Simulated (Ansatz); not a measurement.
**SiN2H6O (SMILES N[SiH](N)O): a chain of runs**

Aim: a series of 16 runs (HF/STO-3G, UHF/STO-3G, HF/3-21G, UHF/3-21G, HF/6-31G*, B3LYP/6-31G*, PBE/def2-SVP, MP2/6-31G*) of H6N2OSi. 

The results are computed with Ansatz 0.2.0.

### 1 The molecule

SiN2H6O has 10 atoms, charge 0, and is taken as a singlet. SMILES: `N[SiH](N)O`. The coordinates come from a PBE0-D4/def2-TZVP relaxation. This is one conformer, not always the lowest. The run starts from this shape.

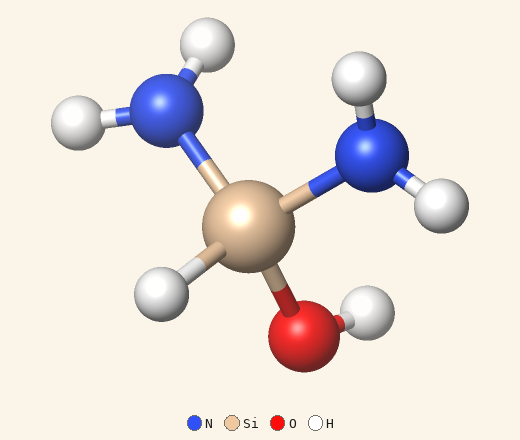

Viewed from a chosen angle; nitrogen blue, silicon light orange, oxygen red, hydrogen white.

### 2 A structure relaxation at HF/STO-3G (start density atoms) (run 1)

molecule.yaml reads:

```yaml
crystal:
  periodic: [false, false, false]
  atoms:
    - {symbol: "N", position_ang: [-0.775500, 1.215500, -0.137800]}
    - {symbol: Si, position_ang: [0.492300, 0.085700, 0.087100]}
    - {symbol: N, position_ang: [-0.248600, -1.249800, 0.847400]}
    - {symbol: O, position_ang: [1.206700, -0.118300, -1.384200]}
    - {symbol: H, position_ang: [-0.620700, 2.036300, -0.700200]}
    - {symbol: H, position_ang: [-1.413200, 1.405300, 0.618200]}
    - {symbol: H, position_ang: [1.642700, 0.459500, 0.944000]}
    - {symbol: H, position_ang: [-1.123500, -1.625000, 0.519700]}
    - {symbol: H, position_ang: [0.302300, -1.942900, 1.325300]}
    - {symbol: H, position_ang: [0.620800, -0.317400, -2.116600]}
basis:
  gaussian: {orbitals: STO-3G}
hamiltonian: {xc: hf}
relax: {f_tol: 0.002}
output: {orbitals: {seedname: orbitals}}
```

Run with:

```
$ ansatz run molecule.yaml --threads 1 --pin off --max-ram 3480MiB --events-out events.jsonl --progress --plain --runs-dir runs
```

Output:

```text
Warning: RAYON_NUM_THREADS=1 ignored (pool sized by the plan → 1); use --threads N
The last accepted step is kept in runs//last_step.txt (removed where the run ends without a failure and the disk answers)
[... 99 lines left out ...]
Total energy: -12802.00159091 eV, -470.4648809575 hartree
[... 10 lines left out ...]
Dipole moment:    -0.092890     0.017036     0.066746 e Å
```

Wall time 4.2 s (1 thread of AMD EPYC 9R45 (Zen 5), shared host); peak memory 0.12 GiB.

Steps, from the record of the run:

```
step  energy from the first frame kept (eV)  largest force (eV/Å)
   1                                 0.0000                1.6402
   2                                -0.1155                0.7021
   3                                -0.1462                0.4951
   4                                -0.1647                0.3688
   5                                -0.1609                0.5015
   6                                -0.1736                0.2037
   7                                -0.1739                0.1873
   8                                -0.1755                0.0976
   9                                -0.1759                0.0786
  10                                -0.1759                0.0571
  11                                -0.1761                0.0157
  12                                -0.1761                0.0054
  13                                -0.1761                0.0029
  14                                -0.1761                0.0005
```

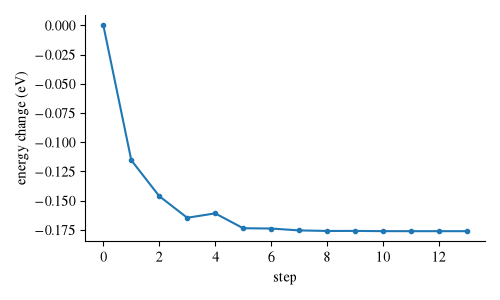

Energy along the run.

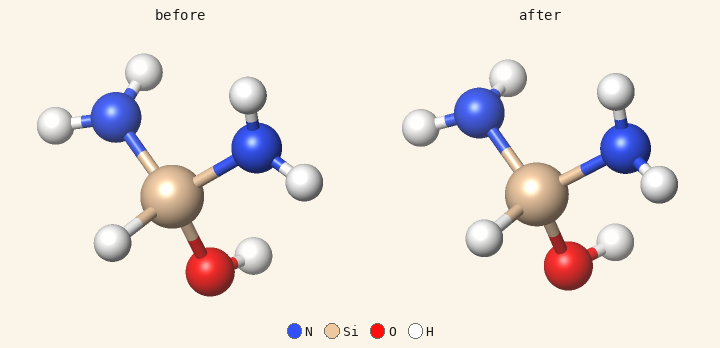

Before and after, at one scale.

After the run. Bond lengths: N1–Si2 1.731 Å, Si2–N3 1.726 Å, Si2–O4 1.667 Å, N1–H5 1.021 Å, N1–H6 1.020 Å, Si2–H7 1.423 Å, N3–H8 1.020 Å, N3–H9 1.020 Å, O4–H10 0.984 Å. Some angles: N1–Si2–N3 105.6°, N1–Si2–O4 107.7°, N3–Si2–O4 114.5°, N1–Si2–H7 115.9°, N3–Si2–H7 107.9°, O4–Si2–H7 105.6°, Si2–N1–H5 116.0°, Si2–N1–H6 115.0°, Si2–N3–H8 116.5°, Si2–N3–H9 116.2°.

### 3 Vibrational wavenumbers at HF/STO-3G (start density atoms) (run 2)

input.yaml reads:

```yaml
crystal:
  periodic: [false, false, false]
  atoms:
    - {symbol: N, position_ang: [-0.772467, 1.248615, -0.223514]}
    - {symbol: Si, position_ang: [0.491371, 0.109112, 0.092791]}
    - {symbol: N, position_ang: [-0.266084, -1.211834, 0.904565]}
    - {symbol: O, position_ang: [1.191863, -0.287826, -1.367287]}
    - {symbol: H, position_ang: [-0.472678, 2.190420, -0.478270]}
    - {symbol: H, position_ang: [-1.466275, 1.339990, 0.519004]}
    - {symbol: H, position_ang: [1.556941, 0.575311, 0.913276]}
    - {symbol: H, position_ang: [-1.013745, -1.687650, 0.399308]}
    - {symbol: H, position_ang: [0.356934, -1.928072, 1.277058]}
    - {symbol: H, position_ang: [0.477440, -0.399166, -2.034032]}
basis:
  gaussian:
    orbitals: STO-3G
total_charge: 0
hamiltonian:
  xc: hf
phonons:
  temperatures:
    t_min: 298.15
    t_max: 298.15
    t_step: 1
```

Run with:

```
$ ansatz run input.yaml --threads 1 --pin off --max-ram 3480MiB --events-out events.jsonl --progress --plain --runs-dir runs
```

Output:

```text
Warning: RAYON_NUM_THREADS=1 ignored (pool sized by the plan → 1); use --threads N
[... 326 lines left out ...]
Total energy: -12802.00158565 eV, -470.4648807644 hartree
[... 10 lines left out ...]
Dipole moment:    -0.092892     0.017036     0.066746 e Å
Vibrations: 159.79 208.66 268.05 306.44 364.73 377.06 573.98 607.87 854.30 921.02 966.15 1003.91 1088.40 1167.87 1191.06 1312.91 1989.32 1999.48 2888.02 3985.03 3990.10 4164.60 4169.58 4270.86 cm⁻¹, zero-point energy 2.407102 eV
```

It took 12 s on 1 thread of AMD EPYC 9R45 (Zen 5), shared host.

Runs 3 to 11 aren't shown in full; the table further down has their settings and results.

### 4 Vibrational wavenumbers at B3LYP/6-31G(d) (Cartesian functions, start density atoms) (run 12)

input.yaml reads:

```yaml
crystal:
  periodic: [false, false, false]
  atoms:
    - {symbol: N, position_ang: [-0.786977, 1.219273, -0.156631]}
    - {symbol: Si, position_ang: [0.497070, 0.087264, 0.089435]}
    - {symbol: N, position_ang: [-0.261724, -1.244490, 0.878362]}
    - {symbol: O, position_ang: [1.223701, -0.132998, -1.397528]}
    - {symbol: H, position_ang: [-0.613167, 2.061959, -0.691197]}
    - {symbol: H, position_ang: [-1.424776, 1.402191, 0.608934]}
    - {symbol: H, position_ang: [1.651851, 0.447935, 0.947017]}
    - {symbol: H, position_ang: [-1.115572, -1.647583, 0.511297]}
    - {symbol: H, position_ang: [0.309328, -1.944696, 1.335532]}
    - {symbol: H, position_ang: [0.603565, -0.299955, -2.122320]}
basis:
  gaussian:
    orbitals: "6-31G*"
magnetization:
  spin_polarized: false
hamiltonian:
  xc: {name: B3LYP}
phonons:
  temperatures: {t_min: 298.15, t_max: 298.15, t_step: 1}
```

Run with:

```
$ ansatz run input.yaml --threads 1 --pin off --max-ram 3480MiB --events-out events.jsonl --progress --plain --runs-dir runs
```

Output:

```text
Warning: RAYON_NUM_THREADS=1 ignored (pool sized by the plan → 1); use --threads N
[... 327 lines left out ...]
Total energy: -13004.96427736 eV, -477.9236221117 hartree
[... 10 lines left out ...]
Dipole moment:    -0.416659    -0.055005    -0.036265 e Å
Vibrations: 225.32 253.37 263.62 325.94 370.27 418.95 438.29 477.48 732.97 774.77 810.00 848.07 882.49 922.34 964.49 982.65 1616.24 1623.15 2270.62 3562.70 3564.15 3655.91 3659.55 3788.24 cm⁻¹, zero-point energy 2.072493 eV
```

It took 59 s on 1 thread of AMD EPYC 9R45 (Zen 5), shared host; peak memory 0.16 GiB.

Runs 13 to 15 aren't shown in full; the table further down has their settings and results.

### 5 The harmonic vibrations at MP2/6-31G(d) (Cartesian functions, start density atoms) (run 16)

run.yaml reads:

```yaml
crystal:
  periodic: [false, false, false]
  atoms:
    - {symbol: "N", position_ang: [-0.782993, 1.208892, -0.155588]}
    - {symbol: Si, position_ang: [0.505928, 0.084957, 0.091770]}
    - {symbol: "N", position_ang: [-0.259596, -1.240484, 0.881047]}
    - {symbol: O, position_ang: [1.230848, -0.129147, -1.401472]}
    - {symbol: H, position_ang: [-0.619709, 2.049909, -0.695827]}
    - {symbol: H, position_ang: [-1.428379, 1.382234, 0.605526]}
    - {symbol: H, position_ang: [1.660119, 0.448092, 0.944986]}
    - {symbol: H, position_ang: [-1.128105, -1.620616, 0.524761]}
    - {symbol: H, position_ang: [0.300252, -1.951724, 1.334881]}
    - {symbol: H, position_ang: [0.604936, -0.283214, -2.127184]}
basis:
  gaussian: {orbitals: "6-31G*"}
correlation: {method: mp2}
phonons: {temperatures: {t_min: 298.15, t_max: 298.15, t_step: 1}}
```

Run with:

```
$ ansatz run run.yaml --threads 1 --pin off --max-ram 3480MiB --events-out events.jsonl --progress --plain --runs-dir runs
```

Output:

```text
Warning: RAYON_NUM_THREADS=1 ignored (pool sized by the plan → 1); use --threads N
[... 55 lines left out ...]
8 core orbitals not correlated: weight in the atoms' cores, before any rotation towards them, 1.000 or more for the frozen orbitals, at most 0.000 for the correlated occupied ones
[... 202 lines left out ...]
8 core orbitals not correlated: weight in the atoms' cores, before any rotation towards them, 1.000 or more for the frozen orbitals, at most 0.000 for the correlated occupied ones
[... 203 lines left out ...]
Dipole moment:    -0.437543    -0.053228    -0.032191 e Å
[... 1 line left out ...]
Checks for a lower state left out: cluster_reference
```

Run time: 58 s. Hardware: 1 thread of AMD EPYC 9R45 (Zen 5), shared host; peak memory 0.17 GiB.

### 6 Overview of the runs

```
run                                                    level         task  walk f tol  partner  energy (Eh)  dipole moment (D)  wall time
  1                          HF/STO-3G (start density atoms)     optimise       0.002     base  -470.464881               0.56      4.2 s
  2                          HF/STO-3G (start density atoms)  frequencies           –     base  -470.464881               0.56       12 s
  3                         UHF/STO-3G (start density atoms)       energy           –   cation  -470.236765                  –     0.24 s
  4                         UHF/STO-3G (start density atoms)     optimise           –   cation  -470.285368                  –       21 s
  5                           HF/3-21G (start density atoms)     optimise       0.002     base  -473.740283               2.73      4.5 s
  6                           HF/3-21G (start density atoms)  frequencies           –     base  -473.740283               2.73       15 s
  7                          UHF/3-21G (start density atoms)       energy           –   cation  -473.435228                  –      0.4 s
  8                          UHF/3-21G (start density atoms)     optimise           –   cation  -473.473344                  –       11 s
  9     HF/6-31G* (Cartesian functions, start density atoms)     optimise       0.002     base  -476.270632               2.11      6.3 s
 10     HF/6-31G* (Cartesian functions, start density atoms)  frequencies           –     base  -476.270632               2.11       32 s
 11  B3LYP/6-31G* (Cartesian functions, start density atoms)     optimise       0.002     base  -477.923622               2.03       14 s
 12  B3LYP/6-31G* (Cartesian functions, start density atoms)  frequencies           –     base  -477.923622               2.03       59 s
 13                       PBE/def2-SVP (start density atoms)     optimise       0.002     base  -477.326026               1.99       11 s
 14                       PBE/def2-SVP (start density atoms)  frequencies           –     base  -477.326026               1.99       34 s
 15    MP2/6-31G* (Cartesian functions, start density atoms)     optimise       0.002     base  -476.859957               2.12       13 s
 16    MP2/6-31G* (Cartesian functions, start density atoms)  frequencies           –     base  -476.859957               2.12       58 s
```

### 7 Outcome

| quantity | value |
| --- | --- |
| run 16, MP2/6-31G*: total energy | -476.85996 Eh |
| run 16, MP2/6-31G*: dipole moment (correlated density) | 2.12 D |
| run 16, MP2/6-31G*: correlation energy (8 core orbitals frozen) | -591.5 mEh |
| run 16, MP2/6-31G*: largest force on an atom | 0.002 eV/Å |
| run 16, MP2/6-31G*: lowest harmonic wavenumber | 232 cm⁻¹ |
| run 16, MP2/6-31G*: highest harmonic wavenumber | 3817 cm⁻¹ |
| run 16, MP2/6-31G*: zero-point energy | 203.9 kJ/mol |
| vertical ionisation energy (to the doublet cation), HF/STO-3G | 6.207 eV |
| vertical ionisation energy (to the doublet cation), HF/3-21G | 8.301 eV |
| adiabatic ionisation energy (to the doublet cation, no zero-point term), HF/STO-3G | 4.885 eV |
| adiabatic ionisation energy (to the doublet cation, no zero-point term), HF/3-21G | 7.264 eV |

**Reading.** At HF/STO-3G: the vertical ionisation energy comes to 6.21 eV (599 kJ/mol). In a minimal basis such a difference can be off by several eV, whatever the method. At HF/3-21G: removing an electron at fixed nuclei costs 8.30 eV (191 kcal/mol). At HF/STO-3G: the adiabatic ionisation energy (to the doublet cation, no zero-point term) is 4.88 eV (471 kJ/mol). At HF/3-21G: the adiabatic ionisation energy (to the doublet cation, no zero-point term) is 7.26 eV (168 kcal/mol). Totals of different functionals can't be ranked against each other. In runs 1, 2, 3, 4 the basis is minimal, so the values are rough. All runs together took 4.9 min, the longest 59 s.
